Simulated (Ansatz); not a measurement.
AlCd₂ (space group P6_3/mmc, No. 194). Coordinates: the geometry relaxed with DFT PBE, scalar-relativistic, plane waves, PAW (Ansatz 0.2.0); the starting structure was generated, so it need not be a known form of this composition.

```xyz
6
Lattice="2.9677 0.0000 0.0000 -1.4838 2.5701 0.0000 0.0000 0.0000 16.8327" Properties=species:S:1:pos:R:3 pbc="T T T"
Al    0.0000    1.7134    4.2082
Al    1.4838    0.8567   12.6246
Cd    0.0000    1.7134    9.8784
Cd    1.4838    0.8567    1.4621
Cd    0.0000    1.7134   15.3707
Cd    1.4838    0.8567    6.9543
```

Describe the stacking along c, with columns A (0, 0), B (1/3, 2/3), C (2/3, 1/3) of the hexagonal mesh.

Cd(C) – Al(B) – Cd(C) – Cd(B) – Al(C) – Cd(B) (six layers in 16.83 Å).

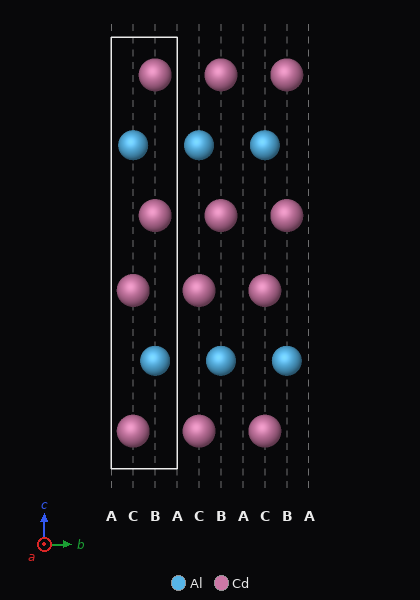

The picture looks along a close-packed row of the hexagonal mesh; c points upwards. The dashed lines mark the three columns A (0, 0), B (1/3, 2/3) and C (2/3, 1/3). The sequence starts with the first layer at or above the cell's origin.
